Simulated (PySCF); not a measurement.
**C2H5NO2Si: geometry, spin-spin couplings**

Wanted: the spin-spin couplings of C2H5NO2Si (`CO[Si@H](O)C#N`), by calculation.

The runs use PySCF 2.14.0, with density-fitted response routines of our own; the level of theory stands in each step. All values are computed, except where a source is named. Atoms count from 0, in the outputs and in this text.

## 1. The starting structure

11 atoms, charge 0, multiplicity 1; geometry from: GFN2-xTB. The atoms were then displaced at random by about 0.01 Å, so the start is not that level's minimum.

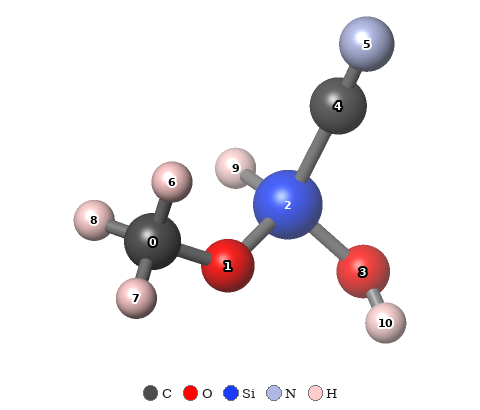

The starting geometry (carbon dark grey, oxygen red, silicon blue, nitrogen light blue, hydrogen pink), atoms numbered; sticks join atoms by distance.

## 2. Geometry optimisation at PBE0-D3(BJ)/def2-SVP

Job settings and geometry (Å):

```
{"job": {"xc": "PBE0", "basis": "def2-SVP", "d3": "d3bj", "grid": 1, "shake": 0.01, "kind": "geom"}, "charge": 0, "multiplicity": 1}
C      1.771670    -0.246490     0.230480
O      0.478550    -0.691360    -0.132910
Si    -0.996440    -0.210900     0.377240
O     -2.016050    -1.072680    -0.450370
C     -1.161520     1.621210     0.016500
N     -1.234130     2.757660    -0.177460
H      1.837620     0.855590     0.072840
H      2.497820    -0.723200    -0.408140
H      1.959510    -0.437290     1.293930
H     -1.249200    -0.427340     1.808110
H     -1.849700    -1.451030    -1.291110
```

Started as:

```
$ OMP_NUM_THREADS=1 python probes_run.py task.json out
```

This one command runs all jobs of the session in turn.

Output:

```text
step   0  E = -573.22894857  max force = 0.044183
step   1  E = -573.23485068  max force = 0.005841
step   2  E = -573.23523079  max force = 0.002017
step   3  E = -573.23540204  max force = 0.002204
step   4  E = -573.23553062  max force = 0.001938
step   5  E = -573.23565112  max force = 0.001443
step   6  E = -573.23574530  max force = 0.001587
step   7  E = -573.23579608  max force = 0.001700
step   8  E = -573.23581288  max force = 0.000950
step   9  E = -573.23581976  max force = 0.000274
optimisation converged
```

It took 79 s on 1 thread of Arm Neoverse N1, shared host; peak memory 0.47 GiB.

Relaxation path:

```tsv
step	energy from step 0 (eV)	largest force component (eV/Å)
0	0.0000	2.2720
1	-0.1606	0.3004
2	-0.1709	0.1037
3	-0.1756	0.1133
4	-0.1791	0.0997
5	-0.1824	0.0742
6	-0.1849	0.0816
7	-0.1863	0.0874
8	-0.1868	0.0489
9	-0.1870	0.0141
```

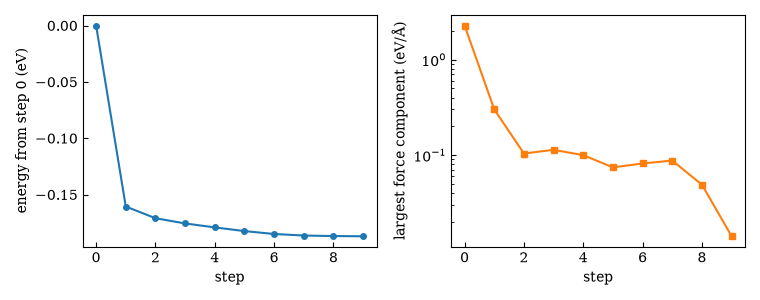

Energy and largest force along the relaxation.

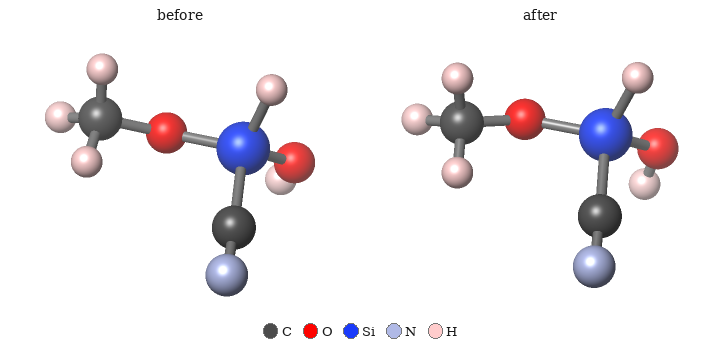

Before and after, at one scale.

Close pairs (by a distance rule), those that changed most:

```tsv
bond	before (Å)	after (Å)	change (Å)
Si2–O3	1.571	1.638	+0.068
O3–H10	0.937	0.962	+0.025
C0–H7	1.078	1.099	+0.021
C0–H6	1.115	1.104	-0.011
C0–O1	1.415	1.404	-0.010
O1–Si2	1.633	1.641	+0.008
Si2–H9	1.469	1.477	+0.008
C0–H8	1.097	1.104	+0.007
```

The next job starts from the end point, and lists it.

```tsv
at the end point	value
point group (found at 0.08 Å tolerance)	C1
rotational constants (GHz, main isotopes)	3.131, 2.700, 1.582
dipole moment (D)	2.56
```

## 3. J couplings: B3LYP/6-31G*

Job settings and geometry (Å):

```
{"job": {"kind": "j", "xc": "B3LYP", "basis": "6-31G*"}, "charge": 0, "multiplicity": 1}
C      1.761137    -0.000882     0.244793
O      0.605771    -0.765493     0.014361
Si    -0.946609    -0.424714     0.423801
O     -1.983178    -1.348915    -0.445238
C     -1.189168     1.384333     0.008186
N     -1.301476     2.506823    -0.261367
H      1.628137     1.048890    -0.070150
H      2.587454    -0.435762    -0.335599
H      2.046892    -0.011894     1.310673
H     -1.271347    -0.628403     1.849789
H     -1.903169    -1.345777    -1.404025
```

Level: B3LYP/6-31G* indirect spin-spin coupling, non-relativistic, gas phase.

Output:

```text
coarse grid: 10136 points
cycle   1  E = -573.8373583384  dE =  7.131e-01  |g| = 9.938e-01  |ddm| = 3.250e+00
cycle   2  E = -573.3861484716  dE =  4.512e-01  |g| = 1.794e+00  |ddm| = 2.056e+00
cycle   3  E = -574.0144042548  dE = -6.283e-01  |g| = 2.586e-01  |ddm| = 1.442e+00
cycle   4  E = -574.0251161068  dE = -1.071e-02  |g| = 1.438e-01  |ddm| = 2.410e-01
cycle   5  E = -574.0296263458  dE = -4.510e-03  |g| = 2.128e-02  |ddm| = 1.077e-01
cycle   6  E = -574.0297373044  dE = -1.110e-04  |g| = 5.813e-03  |ddm| = 2.241e-02
cycle   7  E = -574.0297429603  dE = -5.656e-06  |g| = 2.335e-03  |ddm| = 5.381e-03
final grid: 94616 points
cycle   8  E = -573.9693848085  dE = -8.231e-06  |g| = 6.719e-03  |ddm| = 1.384e-02
cycle   9  E = -573.9693729486  dE =  1.186e-05  |g| = 1.054e-02  |ddm| = 1.134e-02
cycle  10  E = -573.9693936542  dE = -2.071e-05  |g| = 9.930e-04  |ddm| = 7.267e-03
cycle  11  E = -573.9693938788  dE = -2.246e-07  |g| = 2.429e-04  |ddm| = 9.964e-04
cycle  12  E = -573.9693938859  dE = -7.016e-09  |g| = 1.706e-04  |ddm| = 2.465e-04
cycle  13  E = -573.9693938921  dE = -6.241e-09  |g| = 2.694e-05  |ddm| = 1.179e-04
cycle  14  E = -573.9693938923  dE = -1.802e-10  |g| = 3.666e-06  |ddm| = 2.730e-05
converged SCF energy = -573.9693938923

Indirect spin-spin couplings (Hz)
  i      j    bonds     total        FC       PSO       DSO        SD
  0 C    1 O    1      6.446     7.800    -1.220    -0.134         -
  0 C    2 Si   2     -0.180    -0.486     0.278     0.046    -0.018
  0 C    3 O    3      0.041    -0.093     0.074     0.060         -
  0 C    4 C    3      0.272     0.243    -0.004     0.032         -
  0 C    6 H    1    151.308   150.294     0.200     0.815         -
  0 C    7 H    1    156.827   155.897     0.174     0.756         -
  0 C    8 H    1    151.307   150.284     0.239     0.784         -
  0 C    9 H    3     -0.405    -0.263     0.084    -0.226         -
  0 C   10 H    4     -0.311    -0.145     0.137    -0.303         -
  1 O    2 Si   1     -8.850    -3.168    -5.877     0.072     0.123
  1 O    4 C    2     -2.624    -2.632     0.019    -0.011         -
  1 O    5 N    3      0.039     0.115    -0.014    -0.014    -0.047
  1 O    6 H    2     -1.942    -1.371    -0.648     0.076         -
  1 O    7 H    2    -10.311    -9.714    -0.652     0.055         -
  1 O    8 H    2     -3.088    -2.533    -0.639     0.084         -
  1 O    9 H    2     -8.648    -8.998     0.166     0.184         -
  1 O   10 H    3      0.787     0.765    -0.012     0.034         -
  2 Si   3 O    1    -11.812    -5.757    -6.411     0.054     0.302
  2 Si   4 C    1    -75.879   -76.213     1.043    -0.156    -0.553
  2 Si   5 N    2     -1.754    -3.154     0.937    -0.028     0.492
  2 Si   6 H    3     -1.949    -2.108     0.111     0.029     0.019
  2 Si   7 H    3    -11.586   -11.582    -0.264     0.358    -0.098
  2 Si   8 H    3      0.152     0.018     0.051     0.097    -0.014
  2 Si   9 H    1   -266.243  -266.098     0.937    -0.472    -0.611
  2 Si  10 H    2      3.874     2.416     1.032     0.456    -0.030
  3 O    4 C    2     -0.921    -0.991     0.066     0.004         -
  3 O    5 N    3      0.114     0.127     0.055    -0.017    -0.051
  3 O    7 H    4      0.228     0.125    -0.065     0.168         -
  3 O    9 H    2    -20.056   -20.303     0.105     0.142         -
  3 O   10 H    1    -84.418   -72.994   -10.869    -0.554         -
  4 C    5 N    1    -15.051   -12.166     2.165    -0.004    -5.045
  4 C    6 H    4      0.405     0.179    -0.201     0.428         -
  4 C    8 H    4      0.250     0.253     0.024    -0.027         -
  4 C    9 H    2     24.387    24.552    -0.128    -0.037         -
  4 C   10 H    3     -0.682    -0.673     0.000    -0.009         -
  5 N    9 H    3     -1.110    -1.013    -0.236     0.137     0.001
  6 H    7 H    2    -13.724   -12.668     1.192    -2.248         -
  6 H    8 H    2    -12.068   -11.093     1.176    -2.151         -
  6 H    9 H    4     -0.565     0.120     0.326    -1.011         -
  6 H   10 H    5     -0.401     0.023     0.306    -0.730         -
  7 H    8 H    2    -13.528   -12.449     1.244    -2.323         -
  7 H    9 H    4     -0.402     0.378     0.760    -1.540         -
  7 H   10 H    5     -0.346    -0.008     0.347    -0.685         -
  8 H    9 H    4      0.318     0.285    -0.199     0.232         -
  8 H   10 H    5     -0.708     0.021     0.757    -1.486         -
  9 H   10 H    3      8.382    10.439     1.650    -3.708         -
```

It took 19 s on 1 thread of Arm Neoverse N1, shared host; peak memory 0.53 GiB.

This basis has no tight s functions, so the Fermi-contact terms are rough.

Couplings of 1 Hz or more, nine at most for each number of bonds, with means over like pairs (isotopes 13C, 1H, 15N, 17O, 29Si):

```tsv
pair	bonds	J (Hz)	Fermi contact (Hz)	dihedral (°)
Si2–H9	1	-266.2	-266.1	–
C0–H6	1	153.1	152.2	–
O3–H10	1	-84.4	-73.0	–
Si2–C4	1	-75.9	-76.2	–
C4–N5	1	-15.1	-12.2	–
Si2–O3	1	-11.8	-5.8	–
O1–Si2	1	-8.8	-3.2	–
C0–O1	1	6.4	7.8	–
C4–H9	2	24.4	24.6	–
O3–H9	2	-20.1	-20.3	–
H6–H7	2	-13.1	-12.1	–
O1–H9	2	-8.6	-9.0	–
O1–H6	2	-5.1	-4.5	–
Si2–H10	2	3.9	2.4	–
O1–C4	2	-2.6	-2.6	–
Si2–N5	2	-1.8	-3.2	–
H9–H10	3	8.4	10.4	-179
Si2–H6	3	-4.5	-4.6	–
N5–H9	3	-1.1	-1.0	–
```

The spin-dipole term was solved for some atoms only; pairs without it lack that part.

The response was solved for the nuclei of C, H, N, Si alone, so couplings that need other nuclei can be missing.

Quadrupole couplings from the field gradients of the same density:

```tsv
atom	isotope	eQq/h (MHz)	η
O1	17O	-9.315	0.41
O3	17O	-8.175	0.55
N5	14N	-4.501	0.02
```

## 4. Results

```
                                    quantity                       value
                                 point group                          C1
        rotational constants (main isotopes)        3.13, 2.70, 1.58 GHz
largest coupling of the table (B3LYP/6-31G*)  1J(Si,H) Si2–H9, -266.2 Hz
```

The optimisation took 9 steps and gained 0.187 eV; among the close pairs (by a distance rule), Si2–O3 changed most, from 1.571 to 1.638 Å. No frequency check was run at this level, so the end point may be a saddle. In the run at B3LYP/6-31G*, the largest coupling of the table is Si2–H9, -266.2 Hz, of which the Fermi-contact term gives -266.1 Hz. Couplings across rotatable bonds belong to this one conformer; where others are populated, the observed values are averages. Couplings from bases without tight functions are rough.
